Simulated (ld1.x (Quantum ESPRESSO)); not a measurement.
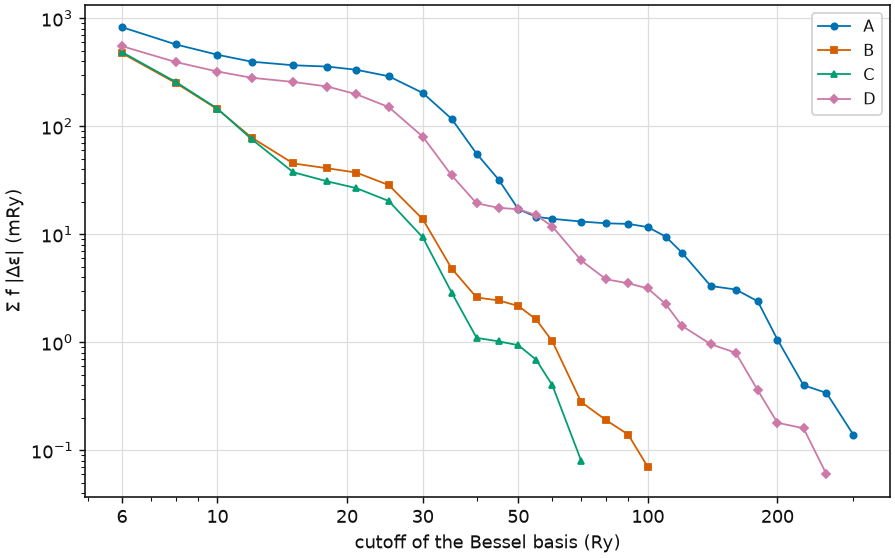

The occupation-weighted error of the valence levels in a spherical-Bessel basis for 4 variants of one potential.

Base settings:

I (Z = 53), norm-conserving Troullier–Martins (semilocal form), made with ld1.x (Quantum ESPRESSO) 7.5 (PBE, scalar-relativistic). Core [Kr] 4d10, reference 5s2 5p5. Waves: 5p (bound): rc 1.80 bohr; 5s (bound): rc 1.40 bohr. Local part: the s channel. Core correction: none.

> Match the curves to these variants:
1. base
2. all radii scaled by 1.27 (s 1.78, p 2.28 bohr)
3. waves 5s (bound): rc 1.28 bohr
4. waves 5s (bound): rc 1.68 bohr

A = 3, B = 4, C = 2, D = 1.

> What did the other tests of these runs give?

A: loose cutoff 110 Ry; bound ghosts none; largest test error +92 meV. B: loose cutoff 35 Ry; bound ghosts none; largest test error -86 meV. C: loose cutoff 30 Ry; bound ghosts none; largest test error -92 meV. D: loose cutoff 70 Ry; bound ghosts none; largest test error -19 meV. The loose cutoff is the first of the cutoffs, on a coarse ladder, from which the occupation-weighted sum of valence levels, in a spherical-Bessel basis at the reference potential, stays within 10 and 1 mRy of its value at 400 Ry.
